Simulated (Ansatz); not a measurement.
# C5H14GaNO: what the fields show

| atom | x (Å) | y (Å) | z (Å) |
| --- | --- | --- | --- |
| C | 1.9620 | -1.1211 | -2.3825 |
| C | 1.9540 | -0.6087 | -0.9462 |
| Ga | 0.1700 | -0.1231 | -0.2907 |
| O | -1.1616 | -0.3470 | -1.4678 |
| C | -2.5284 | -0.1030 | -1.3226 |
| N | -0.1667 | 0.5125 | 1.3874 |
| C | 0.9078 | 0.6884 | 2.3301 |
| C | -1.4449 | 0.8857 | 1.9313 |
| H | 1.3403 | -2.0116 | -2.4955 |
| H | 2.9742 | -1.3791 | -2.7084 |
| H | 1.5697 | -0.3761 | -3.0777 |
| H | 2.3695 | -1.3583 | -0.2647 |
| H | 2.5992 | 0.2701 | -0.8444 |
| H | -2.9839 | -0.7068 | -0.5257 |
| H | -3.0355 | -0.3621 | -2.2587 |
| H | -2.7498 | 0.9523 | -1.1117 |
| H | 0.7592 | 0.0805 | 3.2355 |
| H | 1.8662 | 0.3983 | 1.8924 |
| H | 0.9958 | 1.7358 | 2.6566 |
| H | -1.4591 | 1.9415 | 2.2422 |
| H | -1.6966 | 0.2871 | 2.8200 |
| H | -2.2415 | 0.7451 | 1.2012 |

Geometry: PBE0-D4/def2-TZVP.

Theory: RKS PBE0-D4/def2-TZVPP in Ansatz.

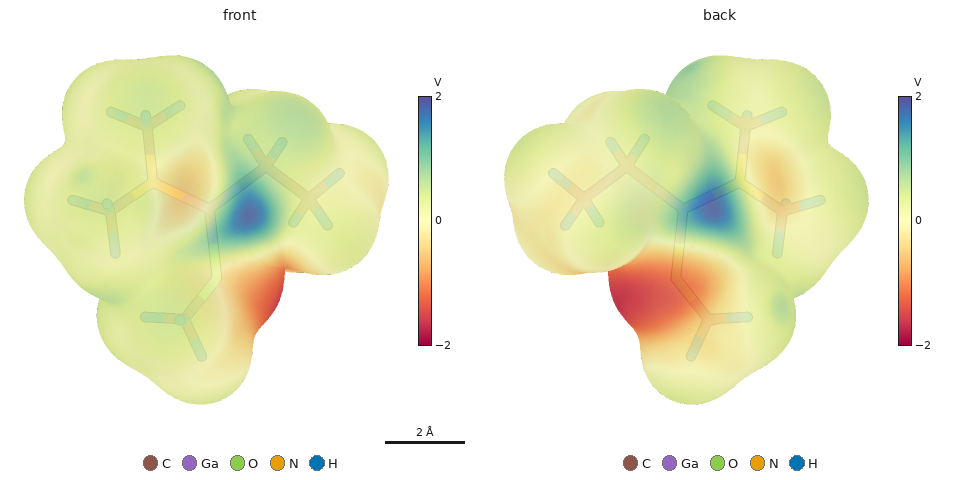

Figure 1. The molecular electrostatic potential painted on the density surface at 0.002 e/bohr³, seen from the front and from behind; red is negative and blue positive.

### Where is the surface potential most negative and most positive?

The most negative region (about −1.6 V) lies over O4, the most positive (about +1.7 V) over Ga3. O4 is the likeliest acceptor of a hydrogen bond.

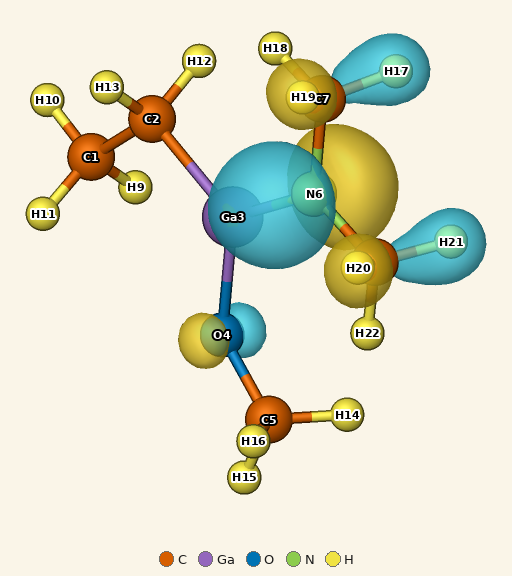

Figure 2. The HOMO at ±0.15 Å⁻³ᐟ² (yellow and cyan are the two phases), seen at an oblique angle.

### What is the character of this orbital?

By Hirshfeld shares it lies mainly on N6 (about 50 %), Ga3 (about 10 %), C8 (about 10 %) and C7 (about 10 %). Its energy is −6.15 eV.

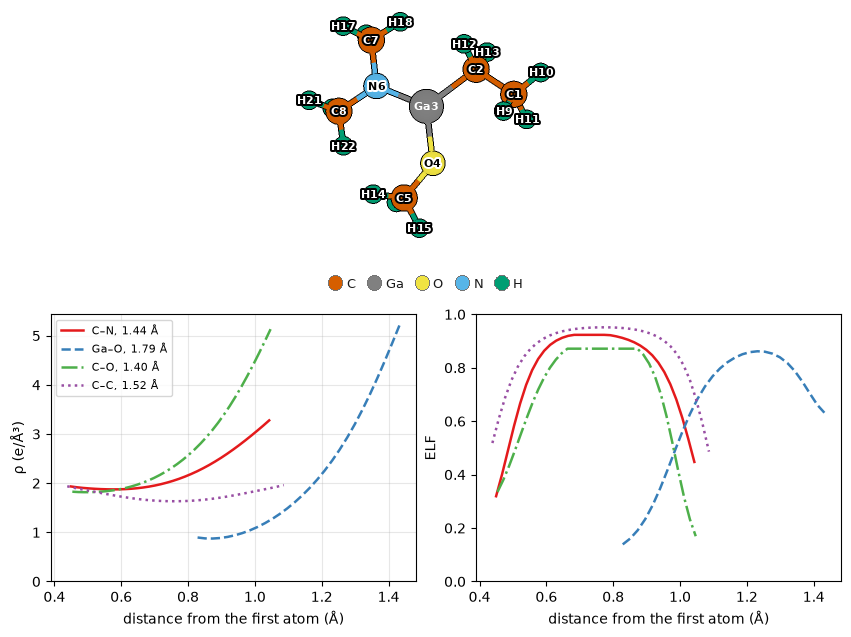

Figure 3. Electron density and ELF along straight lines between neighbouring atoms. The curves leave out the atomic cores. The structure is drawn too.

### What can be read from the curves?

C–N (1.44 Å): ρ is about 2 e/Å³ halfway; the ELF peaks at about 0.90 between the atoms: a shared electron pair.
Ga–O (1.79 Å): the density is about 0.88 e/Å³ at the midpoint; the ELF peaks at about 0.85 in the valence shell of O, 0.6 Å from its nucleus, and is about 0.25 at the midpoint.
C–O (1.40 Å): the density is about 2.1 e/Å³ at the midpoint, with its minimum of 1.8 e/Å³ about 0.5 Å from C; the ELF peaks at about 0.85 between the atoms (a polar covalent bond).
C–C (1.52 Å): the density is about 1.6 e/Å³ at the midpoint; the ELF peaks at about 0.95 between the atoms (localised, covalent bonding).

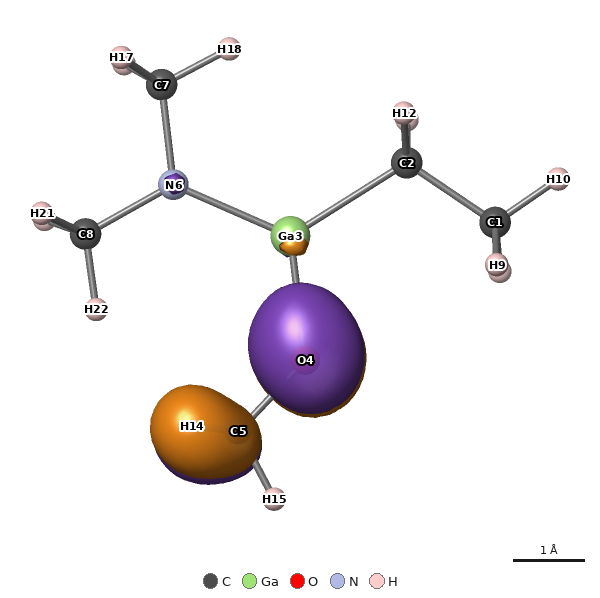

Figure 4. The HOMO−1 at ±0.15 Å⁻³ᐟ² (orange and purple are the two phases), seen across its widest extent.

### Describe this orbital and give its energy.

By Hirshfeld shares it lies mainly on O4 (about 60 %), C5 (about 15 %), Ga3 (about 10 %), H16 (about 5 %) and H14 (about 5 %). Its energy is −7.59 eV.
